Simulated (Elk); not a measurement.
# Fixed-spin-moment curve of MnZn, part 2 of 2

Wanted: E(M) for MnZn, to see how near it is to a magnetic instability.

Elk 11.2.3 (patched build); LDA (Perdew-Zunger); all-electron APW+lo, Dirac cores, scalar-relativistic bands.

So far, magnetization (μB): step 2 (unconstrained state) 3.02; step 3 (moment fixed at 2.718 μB) 2.72.

## (4) Moment fixed at 2.039 μB

File elk.in:

```
tasks
  1

xctype
  100 1 9

rgkmax
  7.0

nempty
  12

swidth
  0.001

reducebf
  0.5

epsengy
  1e-05

maxscl
  120

lmaxi
  3

spinpol
  .true.

fsmtype
  1

momfix
  0.000000 0.000000 2.039000

taufsm
  0.005

sppath
  './'

avec
  5.80145920260 0.00000000000 0.00000000000
  0.00000000000 5.80145920260 0.00000000000
  0.00000000000 0.00000000000 5.80145920260

atoms
  2
  'Mn.in'
  1
  0.0000000000 0.0000000000 0.0000000000   0.000000 0.000000 -0.000175
  'Zn.in'
  1
  0.5000000000 0.5000000000 0.5000000000   0.000000 0.000000 0.000000

ngridk
  8 8 8
```

The run is started by

```sh
$ OMP_NUM_THREADS=2 elk
```

Numbers of over 12 decimals in the logs are rounded to 6 here.

Output:

```text
┌─────────────────────────┐
│ Elk code version 11.2.3 │
└─────────────────────────┘

All units are atomic (Hartree, Bohr, etc.)

┌──────────────────────────────────────────┐
│ Ground-state run resuming from STATE.OUT │
└──────────────────────────────────────────┘

Lattice vectors :
   5.801459203       0.000000000       0.000000000
   0.000000000       5.801459203       0.000000000
   0.000000000       0.000000000       5.801459203

Species : 1 (Mn)
 muffin-tin radius :    2.400000000
[...]
total in muffin-tins        :    52.78230243
 total calculated charge     :    54.99982465
 total charge                :    55.00000000
 error                       :   0.1753531725E-03

Moments :
 interstitial                :  -0.1736926964E-01
 muffin-tins
  species : 1 (Mn)
   atom 1                    :    2.118300271
  species : 2 (Zn)
   atom 1                    :  -0.6180071378E-01
 total in muffin-tins        :    2.056499557
 total moment                :    2.039130288

FSM global effective field   :   0.1374838548E-01

┌──────────────────────────────┐
│ Self-consistent loop stopped │
└──────────────────────────────┘

Wrote STATE.OUT

[key lines of the parts left out:]
total energy                :     -2949.9380874980
```

Run time: 1.9 min. Hardware: 2 threads of Arm Neoverse V2, shared host; peak memory 0.09 GiB; 3.7 min of CPU time.

This step gave:

| Item | Value |
| --- | --- |
| magnetization | 2.039 μB |

It lies 221 meV a cell above the free run.

## (5) Moment fixed at 4.078 μB

Changes to elk.in since step 4:

```diff
@@ -34,3 +34,3 @@
 momfix
-  0.000000 0.000000 2.039000
+  0.000000 0.000000 4.078000
```

The run is started by

```sh
$ OMP_NUM_THREADS=2 elk
```

Output:

```text
┌─────────────────────────┐
│ Elk code version 11.2.3 │
└─────────────────────────┘

All units are atomic (Hartree, Bohr, etc.)

┌──────────────────────────────────────────┐
│ Ground-state run resuming from STATE.OUT │
└──────────────────────────────────────────┘

Lattice vectors :
   5.801459203       0.000000000       0.000000000
   0.000000000       5.801459203       0.000000000
   0.000000000       0.000000000       5.801459203

Species : 1 (Mn)
 muffin-tin radius :    2.400000000
[...]
total in muffin-tins        :    52.78566855
 total calculated charge     :    54.99981134
 total charge                :    55.00000000
 error                       :   0.1886555192E-03

Moments :
 interstitial                :   0.2214031008
 muffin-tins
  species : 1 (Mn)
   atom 1                    :    3.820071642
  species : 2 (Zn)
   atom 1                    :   0.3659924414E-01
 total in muffin-tins        :    3.856670886
 total moment                :    4.078073987

FSM global effective field   :  -0.1659714496E-01

┌──────────────────────────────┐
│ Self-consistent loop stopped │
└──────────────────────────────┘

Wrote STATE.OUT

[key lines of the parts left out:]
total energy                :     -2949.9355720633
```

The job ended after 61 s (2 threads; peak memory 0.09 GiB).

This step gave:

* magnetization: 4.078 μB

It lies 290 meV a cell above the free run.

## (6) Moment fixed at 1.359 μB

Changes to elk.in since step 5:

```diff
@@ -34,3 +34,3 @@
 momfix
-  0.000000 0.000000 4.078000
+  0.000000 0.000000 1.359000
```

The run is started by

```sh
$ OMP_NUM_THREADS=2 elk
```

Output:

```text
Warning(gndstate): failed to reach self-consistency after 120 loops

--- INFO.OUT ---
┌─────────────────────────┐
│ Elk code version 11.2.3 │
└─────────────────────────┘

All units are atomic (Hartree, Bohr, etc.)

┌──────────────────────────────────────────┐
│ Ground-state run resuming from STATE.OUT │
└──────────────────────────────────────────┘

Lattice vectors :
   5.801459203       0.000000000       0.000000000
   0.000000000       5.801459203       0.000000000
   0.000000000       0.000000000       5.801459203

Species : 1 (Mn)
[...]
total in muffin-tins        :    52.77969278
 total calculated charge     :    54.99984425
 total charge                :    55.00000000
[...]
Moments :
 interstitial                :  -0.3410457829E-01
 muffin-tins
  species : 1 (Mn)
   atom 1                    :    1.427793431
  species : 2 (Zn)
   atom 1                    :  -0.5383369073E-01
 total in muffin-tins        :    1.373959740
 total moment                :    1.339855162

FSM global effective field   :   0.1299824905E-01

┌──────────────────────────────┐
│ Self-consistent loop stopped │
└──────────────────────────────┘

Wrote STATE.OUT

[key lines of the parts left out:]
total energy                :     -2949.9249941071
```

The job ended after 3.4 min (2 threads; peak memory 0.09 GiB).

No converged result was reached; the numbers in the log don't describe the system.

A smaller mixing step or another start is the usual next try.

After 120 loops the RMS change of the potential stands at 5e-04 Ha, and it does not fall steadily.

## (7) All moments

In all 7 moments were held (0, 0.68, 1.359, 2.039, 2.718, 3.398, 4.078 μB), each run going on from a saved state. The curve holds those that converged and the free run; sizes are given without sign.

Energy over the lowest against total spin moment:

| total spin moment (μB a cell) | energy over the lowest (meV a cell) |
| --- | --- |
| 2.039 | 221 |
| 2.718 | 20.4 |
| 3.021 | 0 |
| 3.398 | 47.8 |
| 4.078 | 290 |

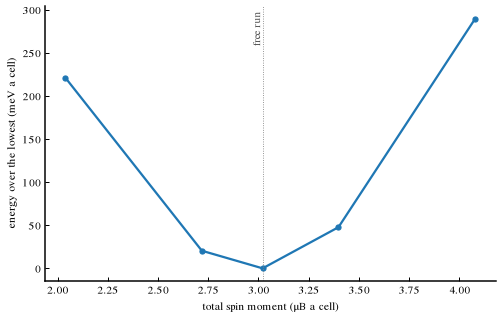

Energy over the lowest, plotted against total spin moment.

The slope dE/dM read from the holding field by total spin moment:

| total spin moment (μB a cell) | slope dE/dM read from the holding field (meV/μB) |
| --- | --- |
| 2.039 | -374 |
| 2.718 | -171 |
| 3.398 | 246 |
| 4.078 | 452 |

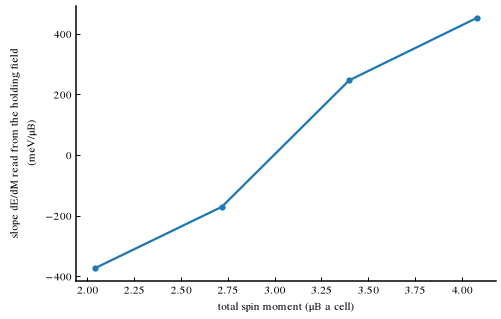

Slope dE/dM read from the holding field, plotted against total spin moment.

## (8) Results

* moment of the free run: 3.02 μB a cell
* moment of the lowest point: 3.02 μB a cell

What this shows: The curve is lowest at 3.02 μB a cell and has risen by 290 meV at 4.08 μB. 3 of 7 held runs did not converge (1.359, 0.68, 0 μB), so the curve is unknown there and other minima can't be ruled out. The field's energy is not in the curve.

[Logs and program files are shortened in this print: banners, set-up blocks, solver, clock and traceback lines can be left out without a mark of their own.]

[Logs are printed without paths, hosts, clocks, repeated set-up lines and the standing remarks that a program may print on its own settings, such as how far it seeks lower states.]

[Hosts, paths, dates, database ids (printed as entryN), source tags and the programs' standing remarks are cut or masked in the printed files.]

[Where a cell is said to come from a database of computed structures, the database is the Materials Project.]
